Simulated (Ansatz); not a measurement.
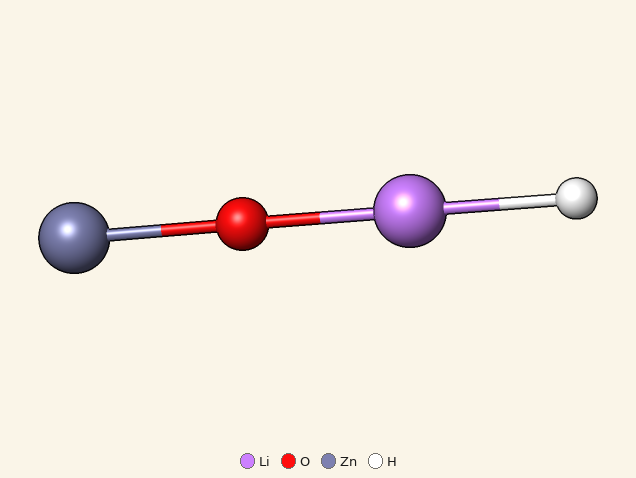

Every bond is drawn as one stick, whatever its order.

The geometry was computed by an optimisation with PBE0-D4/def2-TZVP. No frequency run is at hand to confirm it as a minimum.

Give the formula.

Answer. HLiOZn, 4 atoms: 1 hydrogen, 1 lithium, 1 oxygen and 1 zinc.

What is the point group of this geometry?

Answer. C∞v.

How many atoms are distinct by symmetry?

Answer. 4: 1 Li, 1 O, 1 Zn, 1 H.

Count the bonded pairs by element.

Answer. 1 Li–O, 1 O–Zn, 1 Li–H. Sticks follow a distance rule.

The parts below concern this one geometry. Atoms keep their numbers from picture to picture.

Shape

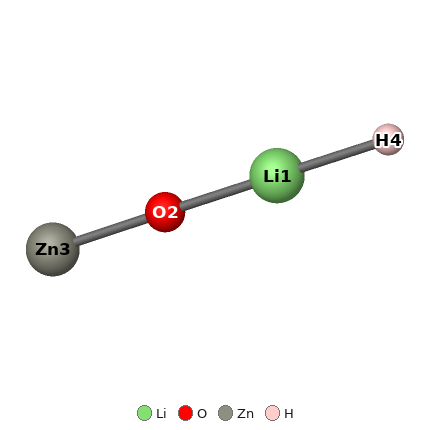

Numbered structure. No frequency run is at hand to confirm it as a minimum.

List the bonds and their lengths.

```json
{"bond": "Li1–O2", "length (Å)": "1.710"}
{"bond": "Li1–H4", "length (Å)": "1.700"}
{"bond": "O2–Zn3", "length (Å)": "1.717"}
```

Electronic properties

No frequency run is at hand to confirm it as a minimum. Properties computed with RKS PBE0-D4/def2-TZVPP (Ansatz 0.2.0).

Computed properties:

- HOMO energy (Kohn–Sham orbital): −5.51 eV
- LUMO energy (Kohn–Sham orbital): −4.74 eV
- HOMO–LUMO gap: 0.77 eV

Charges

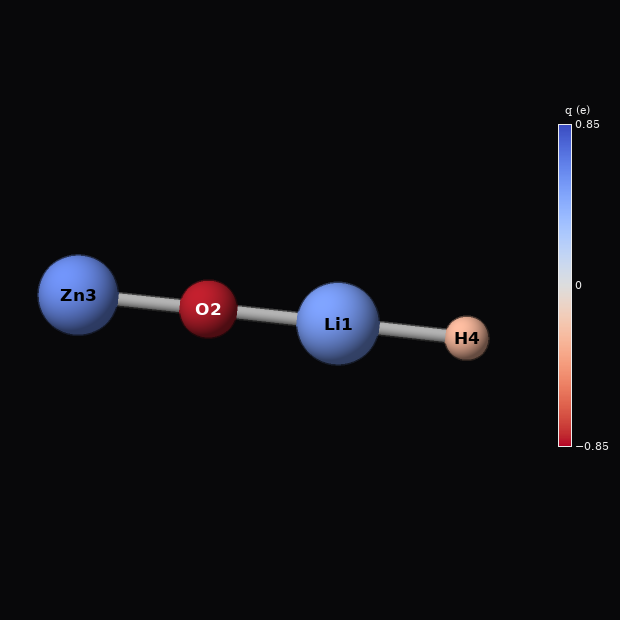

Atoms are coloured by their Mulliken charges. No frequency run is at hand to confirm it as a minimum. Level of theory: RKS PBE0-D4/def2-TZVP (Ansatz 0.2.0).

Which atom carries the highest charge (most positive or least negative)?

Answer. Zn3 (0.58 e).

And the lowest?

Answer. O2 (−0.81 e).

Give the Mulliken charges atom by atom.

| atom | value (e) |
| --- | --- |
| Li1 | 0.51 |
| O2 | −0.81 |
| Zn3 | 0.58 |
| H4 | −0.28 |

Dipole moment

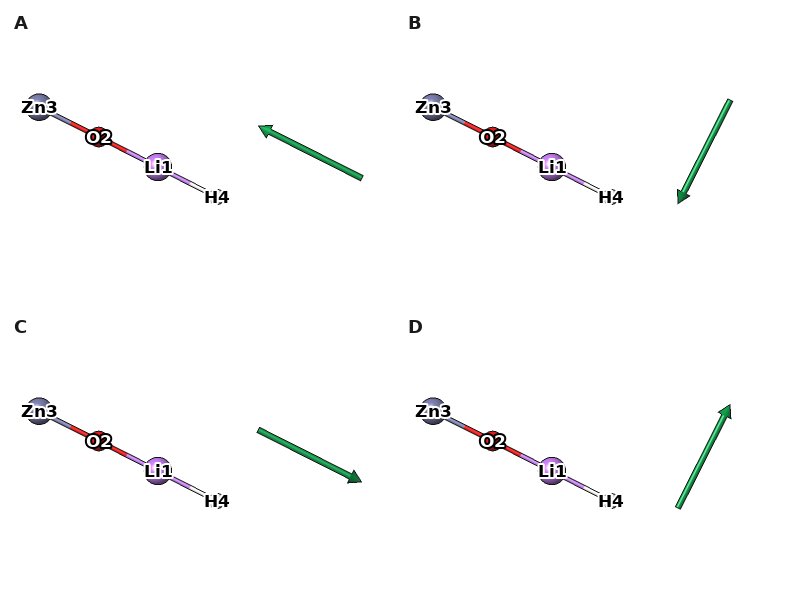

The same molecule four times, each with an arrow. No frequency run is at hand to confirm it as a minimum. Method: RKS PBE0-D4/def2-TZVP (Ansatz 0.2.0).

Which arrow points along the dipole moment, from the negative to the positive end?

Answer. A. The dipole moment is 7.86 D; it points from the side of H4 to the side of Zn3 (the outermost atoms at the two ends).

Mulliken values depend strongly on the basis set and can even reverse the polarity of a bond.
